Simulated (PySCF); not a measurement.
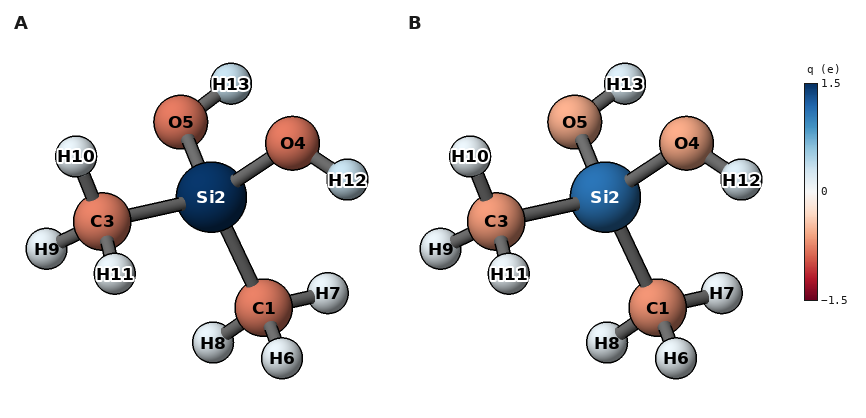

Atomic charges of one calculation by 2 schemes, on one colour scale. The geometry was computed by an optimisation with PBE0-D3(BJ)/def2-SVP. No frequency run is at hand to confirm it as a minimum. Level of theory: PBE0/pcSseg-1 (PySCF 2.14.0).

### The schemes are IAO, Mulliken. Which panel shows which?

A IAO, B Mulliken.

List the charges (e), one line for each set of equivalent atoms.

| atom | IAO | Mulliken |
| --- | --- | --- |
| C1 | −0.77 | −0.69 |
| Si2 | 1.46 | 1.12 |
| C3 | −0.76 | −0.65 |
| O4 | −0.80 | −0.58 |
| O5 | −0.79 | −0.56 |
| H6 | 0.15 | 0.14 |
| H7 | 0.15 | 0.14 |
| H8 | 0.16 | 0.15 |
| H9 | 0.16 | 0.14 |
| H10 | 0.16 | 0.15 |
| H11 | 0.15 | 0.14 |
| H12 | 0.36 | 0.24 |
| H13 | 0.36 | 0.25 |
